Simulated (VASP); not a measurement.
Band structure of InBi (relaxed from the WC structure, space group P-6m2). These are r2SCAN meta-GGA, VASP's PBE PAW potentials (set 64) (plane waves; VASP) values and carry that method's errors.

Unless said otherwise, spin-orbit coupling is left out, though it shifts the bands of the heavy elements here.

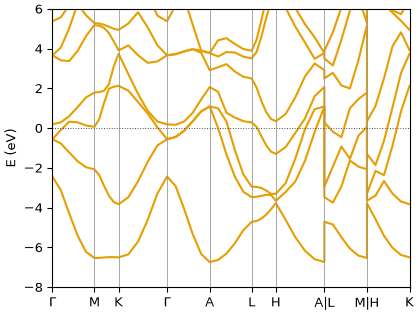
Figure. Bands along high-symmetry lines, zero at the valence-band maximum or, without a gap, the Fermi level

### Question
Read the plot: is there a gap, and where are the band edges?

### Answer
It has no gap at this level: it comes out as a metal or semimetal.

The structure was generated: InBi was put into the WC type (P-6m2), which need not be its known phase. It was relaxed first, which changed the volume by +6 %.
